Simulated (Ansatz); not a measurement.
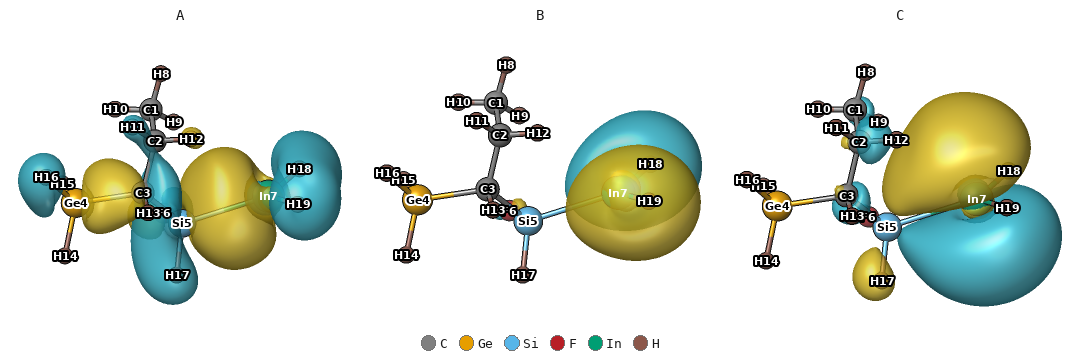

Figure 1: C$_{3}$H$_{12}$FGeInSi (SMILES CC[CH]([GeH3])[SiH](F)[InH2]). Three frontier orbitals at ±0.06 Å⁻³ᐟ² (yellow and cyan are the two phases), in no order.

Geometry: PBE0-D4/def2-TZVP; core potentials replace the inner electrons of In.

These are results of RKS PBE0-D4/def2-TZVPP in Ansatz 0.2.0, not measurements.

Input file:

```
crystal:
  periodic: [false, false, false]
  atoms:
    - {symbol: C, position_ang: [-1.830656, 0.425619, -0.309193]}
    - {symbol: C, position_ang: [-1.001216, -0.829739, -0.094199]}
    - {symbol: C, position_ang: [0.495099, -0.654160, -0.383308]}
    - {symbol: Ge, position_ang: [0.879575, -0.347290, -2.296365]}
    - {symbol: Si, position_ang: [1.363335, 0.595548, 0.706615]}
    - {symbol: F, position_ang: [1.163069, 2.082024, 0.102071]}
    - {symbol: In, position_ang: [0.476268, 0.508291, 3.135770]}
    - {symbol: H, position_ang: [-2.879066, 0.249462, -0.060336]}
    - {symbol: H, position_ang: [-1.476187, 1.257528, 0.307697]}
    - {symbol: H, position_ang: [-1.787687, 0.762119, -1.347858]}
    - {symbol: H, position_ang: [-1.404841, -1.639337, -0.712575]}
    - {symbol: H, position_ang: [-1.125099, -1.170173, 0.943629]}
    - {symbol: H, position_ang: [1.015180, -1.597775, -0.163660]}
    - {symbol: H, position_ang: [2.393638, -0.472408, -2.534715]}
    - {symbol: H, position_ang: [0.411080, 1.035355, -2.771960]}
    - {symbol: H, position_ang: [0.144410, -1.428638, -3.113932]}
    - {symbol: H, position_ang: [2.830303, 0.329732, 0.629193]}
    - {symbol: H, position_ang: [-0.281325, 1.852975, 3.914190]}
    - {symbol: H, position_ang: [0.614121, -0.959133, 4.048957]}
basis:
  gaussian: {orbitals: def2-TZVPP}
hamiltonian: {xc: pbe0, dispersion: d4}
output: {orbitals: {seedname: orbitals}}
```

Command:

```sh
ansatz run in.yaml --threads 4 --pin off --events-out ev --progress --plain --max-ram 46080MiB --backend cuda --devices 0, --max-vram 37GiB
```

Q: Which picture is the HOMO−1, the HOMO and the LUMO?

A: B is the HOMO−1 (−8.13 eV). It lies mainly on In7 (about 40 %), H19 (about 30 %) and H18 (about 30 %). A is the HOMO (−7.02 eV). By Hirshfeld shares it lies mainly on In7 (about 30 %), Si5 (about 30 %), C3 (about 10 %), H19 (about 5 %) and H18 (about 5 %). C is the LUMO (−2.18 eV). It lies mainly on In7 (about 70 %) and Si5 (about 10 %).

Q: What is the HOMO–LUMO gap?

A: 4.84 eV between the orbital energies.
